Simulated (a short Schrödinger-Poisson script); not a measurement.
Stack: MOS inversion layer, Al2O3 on p-type In0.53Ga0.47As, at 300 K.

```csv
layer,material,thickness (nm),Na (cm⁻³)
1,Al2O3,6.6,-
2,In0.53Ga0.47As,230,3e18
```

The device is made up for the run: typed textbook-type constants, with dimensions and the other settings drawn at random. Al2O3: permittivity 9, conduction-band edge (eV) 3.16, gap (eV) 6.8, electron mass (mₑ) 0.3. In0.53Ga0.47As: permittivity 13.9, conduction-band edge (eV) 0, gap (eV) 0.74, Nv at 300 K (cm⁻³) 7.7e18.

Channel valleys (confinement mass, in-plane density-of-states mass, number): Γ 0.041, 0.041, 1. At the gate the conduction-band edge of layer 1 lies 3.49 eV − eVg above the Fermi level of the channel; the field vanishes at the back. Gaps are held at their typed values at every temperature. Mesh 0.03 nm at interfaces.

Solved with a short Schrödinger-Poisson script written for these runs: 1D Poisson equation in equilibrium, electrons quantum, Hartree plus LDA exchange-correlation (BenDaniel-Duke, 12 states a valley, the channel's in-plane mass for all, wave functions free to enter the dielectric), parabolic valleys, classical holes, full ionisation, no traps, pinning or gate leakage.

Only gate voltages with over 1e8 electrons/cm² are shown.

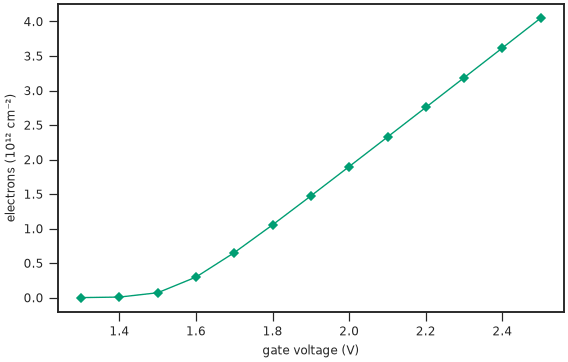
Figure. Sheet density against gate voltage

```csv
Vg (V),electrons (cm⁻²),C (μF/cm²),Γ E0 (meV),Γ E1 (meV)
1.3,8.12e8,0.400,162.9,433.6
1.4,8.22e9,0.407,102.8,385.1
1.5,7.10e10,0.510,45.2,338.5
1.6,2.98e11,0.680,1.1,303.6
1.7,6.52e11,0.757,-31.4,278.8
1.8,1.05e12,0.784,-59.1,257.9
1.9,1.47e12,0.794,-85.1,238.4
2,1.90e12,0.798,-110.5,219.1
2.1,2.33e12,0.800,-135.7,200.0
2.2,2.76e12,0.802,-160.8,180.8
2.3,3.19e12,0.803,-185.9,161.5
2.4,3.62e12,0.804,-211.1,142.0
2.5,4.05e12,0.805,-236.2,122.5
```

Subbands count from the Fermi level.

Above a few 1e12 electrons/cm² a light Γ valley is non-parabolic and upper valleys begin to fill, which the model leaves out.
